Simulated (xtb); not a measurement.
# Geometry relaxation, with input and output: C₂H₄SSi (part 1 of 3)

System: C₂H₄SSi, SMILES S=C1C[SiH2]1.
Method: GFN2-xTB (xtb 6.7.1).

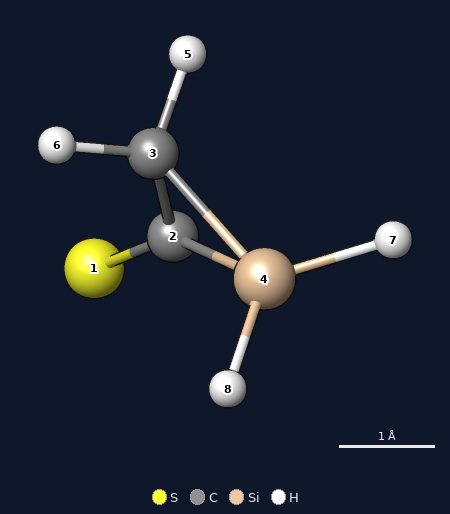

*The starting structure (ball-and-stick view, seen at an oblique angle; atoms are numbered from 1 in the order of the input).*

**Input file (input.xyz)**
```
8

S     -1.750200     1.236380     1.395350
C     -0.770310     0.512910     0.352470
C      0.628570     0.527850     0.140260
Si    -0.072430    -0.995030    -0.602550
H      0.985700     1.365390    -0.512990
H      1.293570     0.513380     1.018860
H     -0.260220    -0.901080    -2.004510
H     -0.052300    -2.265940     0.041290
```

**File input.inp**
```
$chrg 0
$spin 0
$opt
   hessian=lindh
$end
```

Hardware: 1 thread of Intel Xeon @ 2.70GHz, 189 GiB of memory available, shared host.

Command:
```bash
xtb input.xyz --input input.inp --opt tight --parallel 1 > out.txt
```

**Output**
```
* xtb version 6.7.1
   ID    Z sym.   atoms
    1   16 S      1
    2    6 C      2, 3
    3   14 Si     4
    4    1 H      5-8

           -------------------------------------------------
          |                Calculation Setup                |
           -------------------------------------------------

          program call               : xtb input.xyz --input input.inp --opt tight --parallel 1
          coordinate file            : input.xyz
          omp threads                :                     1

           -------------------------------------------------
          |                 G F N 2 - x T B                 |
           -------------------------------------------------

      * Hamiltonian:
        H0-scaling (s, p, d)           1.850000    2.230000    2.230000
        zeta-weighting                 0.500000
      * Dispersion:
        s8                             2.700000
        a1                             0.520000
        a2                             5.000000
        s9                             5.000000
      * Repulsion:
        kExp                           1.500000    1.000000
        rExp                           1.000000
      * Coulomb:
        alpha                          2.000000
        third order                    shell-resolved
        anisotropic                    true
        a3                             3.000000
        a5                             4.000000
        cn-shift                       1.200000
        cn-exp                         4.000000
        max-rad                        5.000000

          ...................................................
          :                      SETUP                      :
          :.................................................:
          :  # basis functions                  32          :
          :  # atomic orbitals                  30          :
          :  # shells                           14          :
          :  # electrons                        22          :
          :  max. iterations                   250          :
          :  Hamiltonian                  GFN2-xTB          :
          :  restarted?                      false          :
          :  GBSA solvation                  false          :
          :  PC potential                    false          :
          :  electronic temp.          300.0000000     K    :
          :  accuracy                    1.0000000          :
          :  -> integral cutoff          0.2500000E+02      :
          :  -> integral neglect         0.1000000E-07      :
          :  -> SCF convergence          0.1000000E-05 Eh   :
          :  -> wf. convergence          0.1000000E-03 e    :
          :  Broyden damping             0.4000000          :
          :  net charge                          0          :
          :  unpaired electrons                  0          :
          ...................................................

 iter      E             dE          RMSdq      gap      omega  full diag
   1    -11.2522034 -0.112522E+02  0.624E+00    1.38       0.0  T
   2    -11.3117460 -0.595426E-01  0.303E+00    1.09       1.0  T
   3    -11.3249198 -0.131738E-01  0.243E+00    1.20       1.0  T
   4    -11.3315327 -0.661292E-02  0.106E+00    1.01       1.0  T
   5    -11.3318811 -0.348375E-03  0.701E-01    1.06       1.0  T
   6    -11.3325255 -0.644474E-03  0.363E-01    1.03       1.0  T
   7    -11.3326679 -0.142411E-03  0.111E-01    1.03       1.0  T
   8    -11.3326829 -0.149998E-04  0.402E-02    1.03       1.0  T
   9    -11.3326845 -0.160509E-05  0.118E-02    1.04       3.0  T
  10    -11.3326849 -0.338737E-06  0.415E-03    1.04       8.5  T
  11    -11.3326849  0.558097E-08  0.206E-03    1.04      17.2  T
  12    -11.3326849 -0.101170E-07  0.880E-04    1.04      40.2  T
  13    -11.3326849 -0.901270E-10  0.203E-04    1.04     174.6  T

   *** convergence criteria satisfied after 13 iterations ***

         #    Occupation            Energy/Eh            Energy/eV
      -------------------------------------------------------------
         1        2.0000           -0.7586268             -20.6433
       ...           ...                  ...                  ...
         5        2.0000           -0.5055493             -13.7567
         6        2.0000           -0.4845828             -13.1862
         7        2.0000           -0.4583562             -12.4725
         8        2.0000           -0.4500554             -12.2466
         9        2.0000           -0.4147790             -11.2867
        10        2.0000           -0.3874126             -10.5420
        11        2.0000           -0.3329197              -9.0592 (HOMO)
        12                         -0.2948693              -8.0238 (LUMO)
        13                         -0.2334428              -6.3523
        14                         -0.1938905              -5.2760
        15                         -0.1539399              -4.1889
        16                         -0.1402746              -3.8171
       ...                                ...                  ...
        30                          0.8129112              22.1204
      -------------------------------------------------------------
                  HL-Gap            0.0380504 Eh            1.0354 eV
             Fermi-level           -0.3138945 Eh           -8.5415 eV

 SCC (total)                   0 d,  0 h,  0 min,  0.008 sec
 SCC setup                      ...        0 min,  0.000 sec (  1.292%)
 Dispersion                     ...        0 min,  0.000 sec (  0.601%)
 classical contributions        ...        0 min,  0.000 sec (  0.215%)
 integral evaluation            ...        0 min,  0.002 sec ( 18.787%)
 iterations                     ...        0 min,  0.004 sec ( 53.538%)
 molecular gradient             ...        0 min,  0.002 sec ( 23.604%)
 printout                       ...        0 min,  0.000 sec (  1.826%)

         :::::::::::::::::::::::::::::::::::::::::::::::::::::
         ::                     SUMMARY                     ::
         :::::::::::::::::::::::::::::::::::::::::::::::::::::
         :: total energy             -11.187861668855 Eh    ::
         :: gradient norm              0.094431306674 Eh/a0 ::
         :: HOMO-LUMO gap              1.035404191249 eV    ::
         ::.................................................::
         :: SCC energy               -11.332682211709 Eh    ::
         :: -> isotropic ES            0.019078550567 Eh    ::
         :: -> anisotropic ES          0.000208129597 Eh    ::
         :: -> anisotropic XC          0.007033815035 Eh    ::
         :: -> dispersion             -0.004974063795 Eh    ::
         :: repulsion energy           0.144820542854 Eh    ::
         :: add. restraining           0.000000000000 Eh    ::
         :: total charge              -0.000000000000 e     ::
         :::::::::::::::::::::::::::::::::::::::::::::::::::::

      -----------------------------------------------------------
     |                   =====================                   |
     |                        A N C O P T                        |
     |                   =====================                   |
     |               Approximate Normal Coordinate               |
     |                Rational Function Optimizer                |
      -----------------------------------------------------------
      -----------------------------------------------------------
     |                   =====================                   |
     |                        A N C O P T                        |
     |                   =====================                   |
     |               Approximate Normal Coordinate               |
     |                Rational Function Optimizer                |
      -----------------------------------------------------------

          ...................................................
          :                      SETUP                      :
          :.................................................:
          :   optimization level             tight          :
          :   max. optcycles                   200          :
          :   ANC micro-cycles                  20          :
          :   degrees of freedom                18          :
          :.................................................:
          :   RF solver                   davidson          :
          :   write xtbopt.log                true          :
          :   linear?                        false          :
          :   energy convergence         0.1000000E-05 Eh   :
          :   grad. convergence          0.8000000E-03 Eh/α :
          :   maxmium RF displ.          1.0000000          :
          :   Hlow (freq-cutoff)         0.1000000E-01      :
          :   Hmax (freq-cutoff)         5.0000000          :
          :   S6 in model hess.         20.0000000          :
          ...................................................

generating ANC from exact Hessian ...
Using Lindh-Hessian (2007)
 Shifting diagonal of input Hessian by    0.0000000000000000
 Lowest  eigenvalues of input Hessian
    0.000000    0.000000    0.000000    0.000000    0.000000    0.000000
    0.013424    0.022923    0.044731    0.050980    0.056331    0.082846
    0.130796    0.147908    0.274887    0.285852    0.319888    0.467661
 Highest eigenvalues
    0.814746    0.834032    1.102648    1.256118    1.651150    2.237323

........................................................................
.............................. CYCLE    1 ..............................
........................................................................

 iter      E             dE          RMSdq      gap      omega  full diag
   1    -11.3326849 -0.113327E+02  0.786E-05    1.04       0.0  T
   2    -11.3326849  0.230749E-11  0.459E-05    1.04     770.3  T
   3    -11.3326849 -0.101519E-10  0.378E-05    1.04     934.2  T
     SCC iter.                  ...        0 min,  0.002 sec
     gradient                   ...        0 min,  0.002 sec
 * total energy  :   -11.1878617 Eh     change       -0.4831868E-10 Eh
   gradient norm :     0.0944311 Eh/α   predicted     0.0000000E+00 (-100.00%)
   displ. norm   :     0.1566834 α      lambda       -0.8714385E-02
   maximum displ.:     0.0774764 α      in ANC's #8, #9, #6, ...

........................................................................
.............................. CYCLE    2 ..............................
........................................................................

 iter      E             dE          RMSdq      gap      omega  full diag
   1    -11.3279874 -0.113280E+02  0.604E-01    1.04       0.0  T
   2    -11.3280481 -0.607007E-04  0.393E-01    1.06       1.0  T
   3    -11.3278930  0.155097E-03  0.316E-01    1.03       1.0  T
   4    -11.3280931 -0.200074E-03  0.104E-01    1.06       1.0  T
   5    -11.3281398 -0.467256E-04  0.295E-02    1.05       1.2  T
   6    -11.3281396  0.216174E-06  0.170E-02    1.05       2.1  T
   7    -11.3281400 -0.445076E-06  0.898E-03    1.05       3.9  T
   8    -11.3281400 -0.234589E-07  0.233E-03    1.05      15.1  T
   9    -11.3281400 -0.222251E-09  0.877E-04    1.05      40.3  T
  10    -11.3281400 -0.986011E-09  0.437E-04    1.05      80.9  T
     SCC iter.                  ...        0 min,  0.002 sec
     gradient                   ...        0 min,  0.002 sec
 * total energy  :   -11.1941850 Eh     change       -0.6323381E-02 Eh
   gradient norm :     0.0462318 Eh/α   predicted    -0.4464161E-02 ( -29.40%)
   displ. norm   :     0.1370408 α      lambda       -0.4086943E-02
   maximum displ.:     0.0673058 α      in ANC's #9, #7, #6, ...

........................................................................
.............................. CYCLE    3 ..............................
........................................................................

 iter      E             dE          RMSdq      gap      omega  full diag
   1    -11.3244720 -0.113245E+02  0.528E-01    1.05       0.0  T
   2    -11.3245189 -0.468706E-04  0.355E-01    1.07       1.0  T
   3    -11.3244175  0.101391E-03  0.272E-01    1.04       1.0  T
   4    -11.3245511 -0.133580E-03  0.989E-02    1.07       1.0  T
   5    -11.3245955 -0.444000E-04  0.288E-02    1.06       1.2  T
   6    -11.3245956 -0.116067E-06  0.111E-02    1.06       3.2  T
   7    -11.3245957 -0.718591E-07  0.788E-03    1.06       4.5  T
   8    -11.3245958 -0.874933E-07  0.208E-03    1.06      17.0  T
   9    -11.3245958 -0.340076E-08  0.709E-04    1.06      49.9  T
  10    -11.3245958 -0.479105E-09  0.370E-04    1.06      95.5  T
     SCC iter.                  ...        0 min,  0.002 sec
     gradient                   ...        0 min,  0.001 sec
 * total energy  :   -11.1965546 Eh     change       -0.2369518E-02 Eh
   gradient norm :     0.0099942 Eh/α   predicted    -0.2081848E-02 ( -12.14%)
   displ. norm   :     0.0624561 α      lambda       -0.3575246E-03
   maximum displ.:     0.0422271 α      in ANC's #2, #7, #11, ...

........................................................................
.............................. CYCLE    4 ..............................
........................................................................
```
